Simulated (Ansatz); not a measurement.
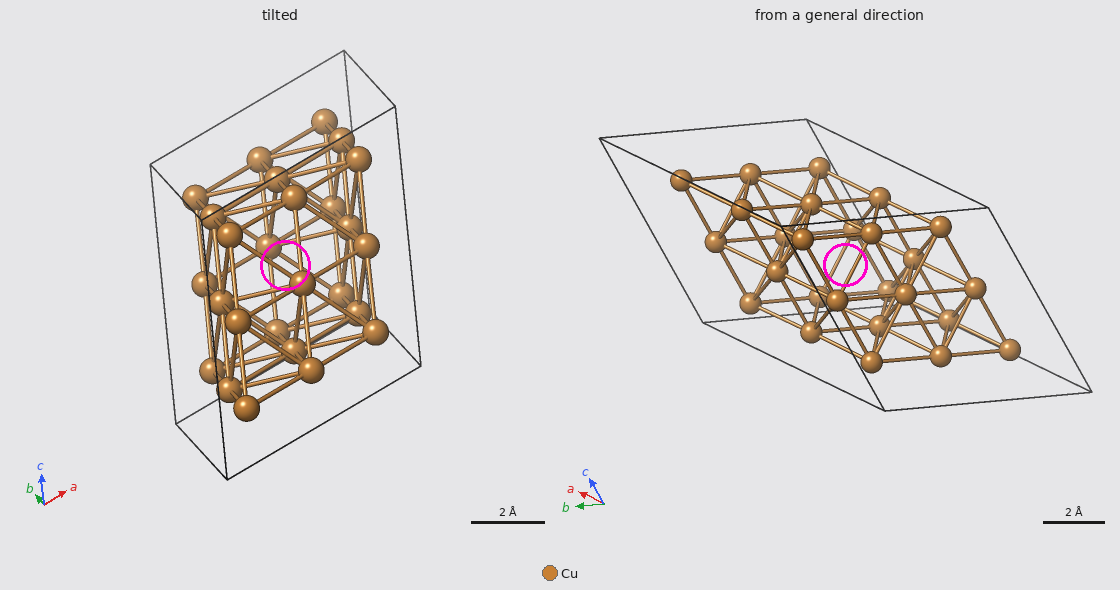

The crystal in a ball-and-stick representation, seen slightly off an axis and from a general direction. The wireframe shows the supercell. The host is Cu, in a cell of 27 sites, and the cell is neutral. A ring marks the defect's site.

**Identify the point defect.**

A copper vacancy. Around the empty site lie twelve Cu at about 2.5 Å.

The atoms were relaxed in the host's cell with DFT PBEsol, scalar-relativistic, plane waves, PAW (Ansatz 0.2.0).
